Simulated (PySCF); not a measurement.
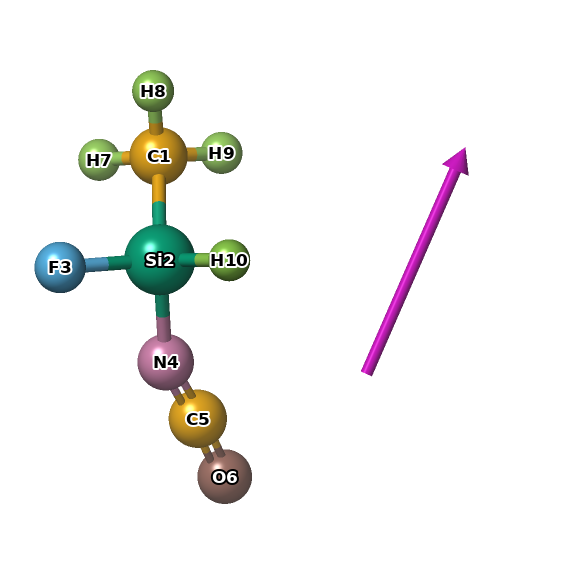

The arrow beside the molecule shows the direction of the dipole moment, from the negative to the positive end (its length means nothing). The computed structure is the end point of a GFN2-xTB optimisation. No frequency run is at hand to confirm it as a minimum. Method: CAM-B3LYP/def2-SVPD, gas phase (PySCF 2.14.0).

### Estimate the dipole moment.

2.78 D; it points from the side of O6 to the side of H8 (the outermost atoms at the two ends).

The geometry is semi-empirical. Around Si such bond lengths and angles can be off by a tenth of an ångström or more and by several degrees, and values that hang on the shape move with them.
